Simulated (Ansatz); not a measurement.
**NO2S (charge −1): density, localisation and related maps**

Input file:

```
crystal:
  periodic: [false, false, false]
  atoms:
    - {symbol: "N", position_ang: [-0.489265, 0.649624, 0.904187]}
    - {symbol: O, position_ang: [0.280446, 0.027376, 1.681036]}
    - {symbol: O, position_ang: [0.050155, -0.968495, -1.431504]}
    - {symbol: S, position_ang: [-0.713467, 0.238206, -0.766159]}
basis:
  gaussian:
    orbitals: def2-TZVPD
total_charge: -1
hamiltonian:
  xc: {name: PBE0}
output: {forces: true, orbitals: {seedname: orbitals}}
```

Launched as:

```sh
ansatz run input.yaml --threads 1 --pin off --max-ram 2610MiB --events-out events.jsonl --progress --plain --runs-dir runs
```

Geometry: BLYP-D3(BJ)/def2-SVPD.

Computed with isolated molecule in a Gaussian basis; Kohn-Sham density functional theory, functional PBE0 (Ansatz 0.2.0).

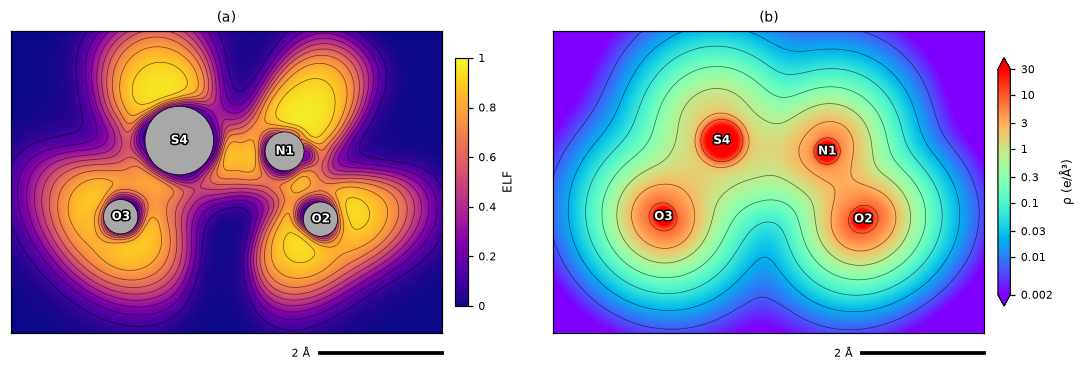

Figure 1. (a) electron localisation function; (b) total electron density on the molecular plane. Grey discs cover the atomic cores in the ELF map.

What do the fields say about this system?

Answer. Atoms in the plane: N, O and S.
N–O (1.26 Å): ρ is about 3.1 e/Å³ halfway; the ELF peaks at about 0.85 between the atoms: a covalent bond.
S–O (1.58 Å): ρ at the midpoint is about 1.7 e/Å³; the ELF peaks at about 0.80 between the atoms: a shared but strongly polarised pair.
S–N (1.73 Å): ρ at the midpoint is about 1.4 e/Å³; the ELF peaks at about 0.85 between the atoms, as expected for a shared electron pair.
The ELF also peaks beside O3, O2, N1 and S4, away from the bonds: lone-pair regions.

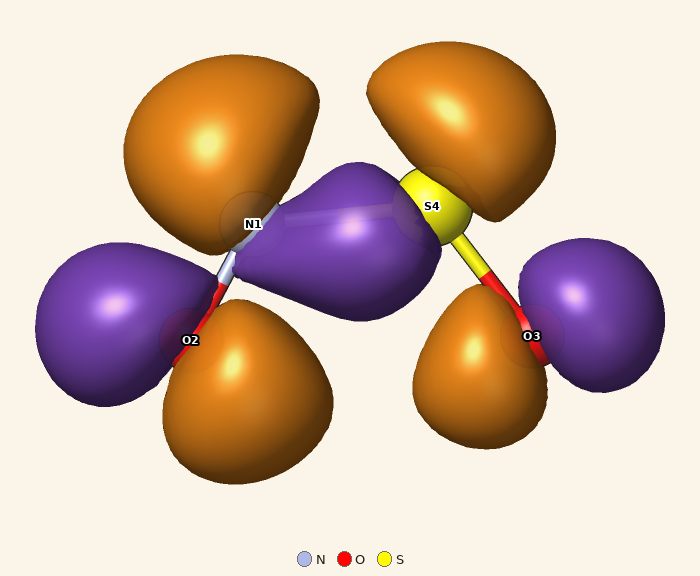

Figure 2. The HOMO−1 at ±0.08 Å⁻³ᐟ² (orange and purple are the two phases), seen across its widest extent.

Where does this orbital lie, and at what energy?

Answer. Its weight (Hirshfeld) is mainly on O2 (about 40 %), N1 (about 25 %), S4 (about 20 %) and O3 (about 15 %); it is symmetric in the molecular plane (an in-plane orbital: σ, lone-pair or in-plane π type). Its energy is −0.99 eV.

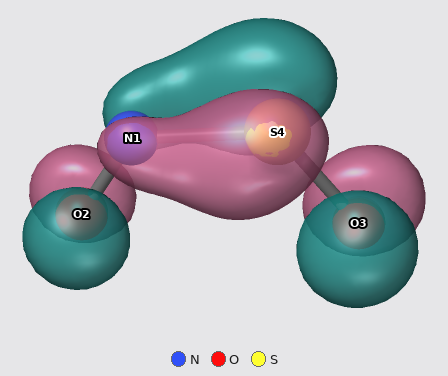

Figure 3. The HOMO at ±0.15 Å⁻³ᐟ² (teal and pink are the two phases), seen at a tilt.

Describe this orbital and give its energy.

Answer. It lies mainly on S4 (about 35 %), O3 (about 35 %), O2 (about 20 %) and N1 (about 10 %); it changes sign across the molecular plane (π type); π-bonding across N1–S4; π-antibonding (a node) across N1–O2 and O3–S4. Its energy is −0.97 eV.
